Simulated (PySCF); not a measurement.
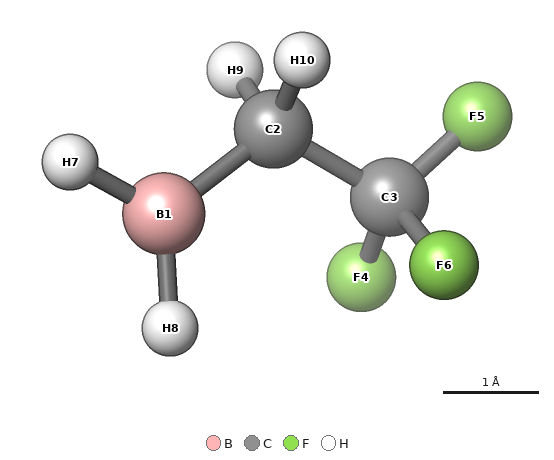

**Figure 1.** The input geometry of run A (ball-and-stick view, seen at a tilt; atoms are numbered from 1 in the order of the input). Bond lengths as drawn: B–C 1.56 Å, B–H 1.21 Å, C–C 1.50 Å, C–F 1.34 Å and C–H 1.10 Å.

**C2H4BF3: one change and its effect**

System: C2H4BF3.
Method of run A: GIAO HF/pcSseg-2 NMR shielding, non-relativistic, gas phase (PySCF 2.14.0).

The geometry comes from this level: PBE0-D3(BJ)/def2-SVP. Text and figures count atoms from 1; the logs count them from 0 in places.

### The input, run A
```
{"job": {"kind": "nmr", "xc": "HF", "basis": "pcSseg-2", "pop": false}, "charge": 0, "multiplicity": 1}
B     -1.437049     0.223292    -0.267827
C      0.043144     0.568396     0.096728
C      1.016447    -0.574562     0.106164
F      1.087616    -1.168910    -1.090516
F      2.254716    -0.177521     0.424743
F      0.661464    -1.508822     0.996467
H     -2.252946     1.113732    -0.256811
H     -1.781843    -0.894683    -0.559589
H      0.405456     1.340008    -0.606207
H      0.063031     1.063070     1.083838
```

The first line tells a small driver script what to run in PySCF; the rest is the geometry in Å.

Launched with:
```bash
OMP_NUM_THREADS=1 python <driver script> task.json out
```

Hardware: 1 CPU thread, shared host.

### Output (run A)
```
final grid: 89928 points
cycle   1  E = -401.0458331133  dE =  1.009e+00  |g| = 9.360e-01  |ddm| = 1.992e+00
cycle   2  E = -401.1739276780  dE = -1.281e-01  |g| = 5.714e-01  |ddm| = 7.081e-01
cycle   3  E = -401.2223312428  dE = -4.840e-02  |g| = 6.833e-02  |ddm| = 2.260e-01
cycle   4  E = -401.2239534826  dE = -1.622e-03  |g| = 1.942e-02  |ddm| = 7.481e-02
cycle   5  E = -401.2240746800  dE = -1.212e-04  |g| = 4.099e-03  |ddm| = 1.947e-02
cycle   6  E = -401.2240823571  dE = -7.677e-06  |g| = 1.035e-03  |ddm| = 5.208e-03
cycle   7  E = -401.2240828715  dE = -5.144e-07  |g| = 2.500e-04  |ddm| = 1.408e-03
cycle   8  E = -401.2240829034  dE = -3.194e-08  |g| = 6.358e-05  |ddm| = 3.853e-04
cycle   9  E = -401.2240829053  dE = -1.838e-09  |g| = 2.156e-05  |ddm| = 8.290e-05
cycle  10  E = -401.2240829054  dE = -1.933e-10  |g| = 6.964e-06  |ddm| = 2.724e-05
converged SCF energy = -401.2240829054

GIAO shielding tensors (ppm)
atom      isotropic    diamagn.    paramagn.     s11        s22        s33       span
  0 B       34.081     190.446    -156.365    -25.604     -6.394    134.241    159.846
  1 C      157.396     245.685     -88.289    135.865    162.879    173.444     37.579
  2 C       72.476     237.257    -164.782     63.331     70.952     83.144     19.813
  3 F      294.618     468.620    -174.002    210.369    296.525    376.962    166.593
  4 F      288.688     466.714    -178.026    204.642    285.722    375.700    171.058
  5 F      293.721     468.688    -174.968    209.586    294.824    376.752    167.167
  6 H       24.836      28.959      -4.123     20.066     27.193     27.249      7.183
  7 H       24.568      29.362      -4.794     18.309     26.531     28.863     10.554
  8 H       29.608      29.820      -0.212     24.956     28.834     35.034     10.079
  9 H       29.503      29.869      -0.366     24.896     28.708     34.905     10.009
```

The input of run B differs as follows (lines with − go, lines with + come):
```diff
-"xc": "HF"
+"xc": "KT2"
```

Predict how the results change.

The total energies belong to different methods, so their difference says nothing on which is more stable or more accurate. The HOMO goes from −13.41 to −8.35 eV. The LUMO goes from 1.51 to −2.94 eV. The dipole moment goes from 2.48 to 2.14 D. Of all shieldings, the largest change is that of F6, by −59.3 ppm. The method changes from HF to KT2. Exact exchange removes part of the self-interaction error of semilocal functionals, which pushes filled and empty levels apart. The SCF takes 14 iterations against 10.

### Output (run B)
```
coarse grid: 9000 points
cycle   1  E = -408.6669191405  dE =  7.234e-01  |g| = 1.105e+00  |ddm| = 2.049e+00
cycle   2  E = -408.2709016991  dE =  3.960e-01  |g| = 1.975e+00  |ddm| = 1.307e+00
cycle   3  E = -408.8507576556  dE = -5.799e-01  |g| = 1.356e-01  |ddm| = 8.783e-01
cycle   4  E = -408.8540627668  dE = -3.305e-03  |g| = 6.881e-02  |ddm| = 1.408e-01
cycle   5  E = -408.8551918693  dE = -1.129e-03  |g| = 9.112e-03  |ddm| = 5.135e-02
cycle   6  E = -408.8552089014  dE = -1.703e-05  |g| = 3.905e-03  |ddm| = 8.962e-03
cycle   7  E = -408.8552115188  dE = -2.617e-06  |g| = 1.290e-03  |ddm| = 3.052e-03
final grid: 89928 points
cycle   8  E = -408.8557042599  dE = -3.673e-04  |g| = 3.244e-02  |ddm| = 1.401e-01
cycle   9  E = -408.8553779572  dE =  3.263e-04  |g| = 5.687e-02  |ddm| = 3.451e-02
cycle  10  E = -408.8558500008  dE = -4.720e-04  |g| = 1.873e-03  |ddm| = 2.284e-02
cycle  11  E = -408.8558506638  dE = -6.630e-07  |g| = 7.897e-04  |ddm| = 2.090e-03
cycle  12  E = -408.8558507863  dE = -1.225e-07  |g| = 2.582e-04  |ddm| = 6.301e-04
cycle  13  E = -408.8558507961  dE = -9.784e-09  |g| = 5.489e-05  |ddm| = 1.500e-04
cycle  14  E = -408.8558507966  dE = -5.106e-10  |g| = 9.600e-06  |ddm| = 3.409e-05
converged SCF energy = -408.8558507966

GIAO shielding tensors (ppm)
atom      isotropic    diamagn.    paramagn.     s11        s22        s33       span
  0 B       11.437     192.268    -180.831    -57.448    -35.727    127.486    184.933
  1 C      140.790     248.587    -107.797    113.683    148.800    159.888     46.204
  2 C       45.304     240.823    -195.519     39.762     45.326     50.824     11.062
  3 F      235.844     470.131    -234.287    155.310    227.525    324.695    169.385
  4 F      231.977     467.802    -235.825    151.434    219.123    325.373    173.940
  5 F      234.379     470.235    -235.856    154.059    224.906    324.171    170.111
  6 H       23.687      28.413      -4.726     17.444     26.469     27.148      9.703
  7 H       23.353      29.147      -5.793     15.593     26.546     27.921     12.328
  8 H       28.632      29.886      -1.254     24.459     28.165     33.272      8.813
  9 H       28.522      29.958      -1.437     24.408     28.040     33.117      8.708
```

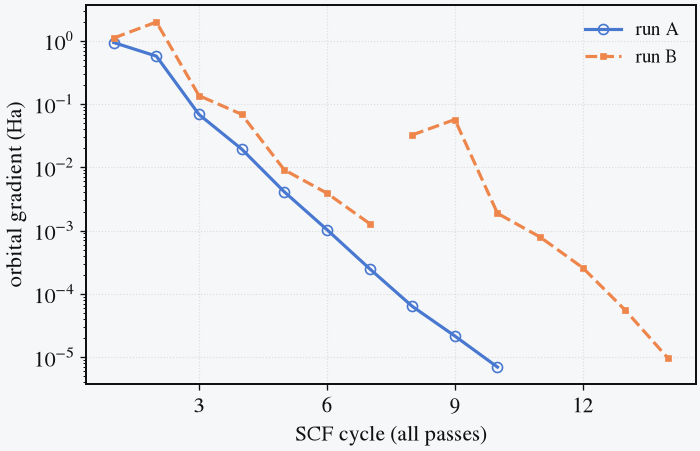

**Figure 2.** Convergence of the two runs: orbital gradient against the SCF cycle. A break in a curve parts two SCF passes (coarse and final grid). Run A takes 10 cycles in all, and run B takes 14.

### The two runs side by side

```csv
quantity,run A,run B
outcome,converged,converged
total energy (hartree),−401.224083,−408.855851
HOMO (eV),−13.41,−8.35
LUMO (eV),1.51,−2.94
dipole moment (D),2.48,2.14
shielding of B1 (ppm),34.1,11.4
shielding of C2 (ppm),157.4,140.8
shielding of C3 (ppm),72.5,45.3
shielding of F4 (ppm),294.6,235.8
shielding of F5 (ppm),288.7,232.0
shielding of F6 (ppm),293.7,234.4
shielding of H8 (ppm),24.6,23.4
SCF iterations,10,14
basis functions,272,272
wall time (shared host),16 s,36 s
```
